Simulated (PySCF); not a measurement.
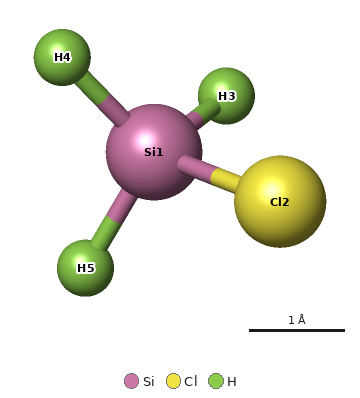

The structure as given in the input (ball-and-stick view, seen at a tilt; atoms are numbered from 1 in the order of the input).

## What a change does: excited-state calculation on SiH3Cl

System: SiH3Cl (chlorosilane).
Method of run A: TDDFT PBE0/6-31G*, vertical, gas phase, core orbitals frozen in the response (PySCF 2.14.0).

The geometry comes from this level: PBE0-D3(BJ)/def2-SVP. Text and figures count atoms from 1; the logs count them from 0 in places.

## Input, run A
```
{"job": {"kind": "uv", "xc": "PBE0", "basis": "6-31G*"}, "charge": 0, "multiplicity": 1}
Si     1.164099     0.919178    -0.417246
Cl     3.226844     0.843610    -0.295266
H      0.705614    -0.067343    -1.433819
H      0.755604     2.293649    -0.818468
H      0.591278     0.583531     0.915376
```

The first line tells a small driver script what to run in PySCF; the rest is the geometry in Å.

Launched with:
```bash
OMP_NUM_THREADS=1 python <driver script> task.json out
```

Hardware: 1 CPU thread, shared host.

## Output (run A)
```
coarse grid: 5112 points
cycle   1  E = -751.2214803715  dE = -8.258e-02  |g| = 2.158e-01  |ddm| = 1.797e+00
cycle   2  E = -751.2205354610  dE =  9.449e-04  |g| = 2.256e-01  |ddm| = 6.269e-01
cycle   3  E = -751.2372991819  dE = -1.676e-02  |g| = 6.298e-03  |ddm| = 3.265e-01
cycle   4  E = -751.2373155262  dE = -1.634e-05  |g| = 1.388e-03  |ddm| = 1.307e-02
cycle   5  E = -751.2373161726  dE = -6.465e-07  |g| = 1.597e-04  |ddm| = 2.274e-03
final grid: 39792 points
cycle   6  E = -751.2110383476  dE = -2.244e-06  |g| = 9.643e-04  |ddm| = 5.736e-03
cycle   7  E = -751.2110383805  dE = -3.290e-08  |g| = 9.157e-04  |ddm| = 2.689e-03
cycle   8  E = -751.2110386500  dE = -2.695e-07  |g| = 5.207e-05  |ddm| = 1.357e-03
cycle   9  E = -751.2110386509  dE = -8.489e-10  |g| = 1.714e-05  |ddm| = 8.860e-05
converged SCF energy = -751.2110386509

Static polarisability (au): isotropic 30.199, principal 26.529 26.534 37.534

Singlet excitations
state   eV       nm        f      main configurations
  1   7.2891    170.1   0.00724   H->L 0.99
  2   7.2894    170.1   0.00726   H-1->L 0.99
  3   9.1432    135.6   0.00000   H-1->L+1 0.40, H->L+2 0.40, H->L+1 0.10
  4   9.1917    134.9   0.00504   H-2->L 0.86
  5   9.1927    134.9   0.00500   H-3->L 0.86
  6   9.4101    131.8   0.02586   H->L+1 0.39, H-1->L+2 0.37, H-2->L 0.12
  7   9.4106    131.7   0.02598   H->L+2 0.38, H-1->L+1 0.38, H-3->L 0.12
  8   9.4525    131.2   0.01649   H-4->L 0.41, H-1->L+2 0.24, H->L+1 0.22
  9  10.3363    120.0   0.01676   H-1->L+3 0.52, H->L+3 0.41
 10  10.3365    119.9   0.01679   H->L+3 0.52, H-1->L+3 0.41

Triplet excitations (Tamm-Dancoff, eV): 6.8839 6.8842 8.5579 8.5590
```

Run B used a changed input.

## The two runs side by side

| quantity | run A | run B |
| --- | --- | --- |
| outcome | converged | converged |
| total energy (hartree) | −751.211039 | −751.288108 |
| HOMO (eV) | −8.97 | −9.05 |
| LUMO (eV) | −0.13 | −0.48 |
| dipole moment (D) | 1.75 | 1.34 |
| lowest excitation (eV) | 7.29 | 7.14 |
| SCF iterations | 9 | 10 |
| strongest computed line (eV) | 9.41 | 8.95 |
| basis functions | 42 | 169 |
| wall time (shared host) | 2.3 s | 12 s |

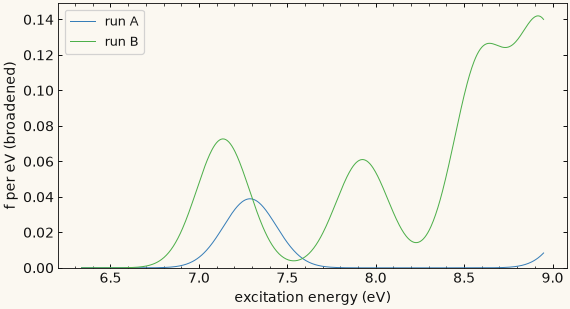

Absorption of the two runs from their computed states, each broadened by a Gaussian of 0.35 eV full width; the range ends where the shorter list of states ends.

Which change of the input explains these differences?

The change (lines with − go, lines with + come):
```diff
-"basis": "6-31G*"
+"basis": "aug-cc-pVTZ"
```

The total energy of run B is 48.4 kcal/mol lower, which measures the change of basis and not a stability. The HOMO goes from −8.97 to −9.05 eV. The LUMO goes from −0.13 to −0.48 eV. The dipole moment goes from 1.75 to 1.34 D. The lowest excitation goes from 7.29 to 7.14 eV. The strongest computed line goes from 9.41 to 8.95 eV. Diffuse functions give room to the loosely bound empty orbitals, which lowers the LUMO. The SCF takes 10 iterations against 9. The basis functions go from 42 to 169.

## Output (run B)
```
coarse grid: 5112 points
cycle   1  E = -751.2618763394  dE = -8.893e-02  |g| = 2.208e-01  |ddm| = 3.740e+00
cycle   2  E = -751.2599580640  dE =  1.918e-03  |g| = 2.364e-01  |ddm| = 8.133e-01
cycle   3  E = -751.2746166604  dE = -1.466e-02  |g| = 1.896e-02  |ddm| = 3.616e-01
cycle   4  E = -751.2746959028  dE = -7.924e-05  |g| = 5.467e-03  |ddm| = 3.321e-02
cycle   5  E = -751.2747031723  dE = -7.270e-06  |g| = 1.286e-03  |ddm| = 9.816e-03
final grid: 39792 points
cycle   6  E = -751.2881067893  dE = -8.680e-06  |g| = 1.811e-03  |ddm| = 5.252e-02
cycle   7  E = -751.2881065794  dE =  2.099e-07  |g| = 1.969e-03  |ddm| = 5.359e-03
cycle   8  E = -751.2881076057  dE = -1.026e-06  |g| = 8.030e-05  |ddm| = 2.868e-03
cycle   9  E = -751.2881076075  dE = -1.821e-09  |g| = 2.484e-05  |ddm| = 2.062e-04
cycle  10  E = -751.2881076077  dE = -1.622e-10  |g| = 6.976e-06  |ddm| = 5.239e-05
converged SCF energy = -751.2881076077

Static polarisability (au): isotropic 43.051, principal 39.461 39.464 50.227

Singlet excitations
state   eV       nm        f      main configurations
  1   7.1363    173.7   0.01353   H->L 0.97
  2   7.1366    173.7   0.01355   H-1->L 0.97
  3   7.9249    156.4   0.01137   H->L+1 0.97
  4   7.9253    156.4   0.01137   H-1->L+1 0.97
  5   8.3453    148.6   0.00000   H-1->L+2 0.41, H->L+3 0.41
  6   8.5680    144.7   0.01518   H->L+2 0.32, H-1->L+3 0.31, H-1->L+2 0.10
  7   8.5683    144.7   0.01523   H->L+3 0.32, H-1->L+2 0.31, H->L+2 0.10
  8   8.6576    143.2   0.01455   H-1->L+3 0.40, H->L+2 0.39
  9   8.9484    138.6   0.02436   H-2->L 0.85
 10   8.9493    138.5   0.02456   H-3->L 0.85

Triplet excitations (Tamm-Dancoff, eV): 6.7437 6.7440 7.6346 7.6347
```
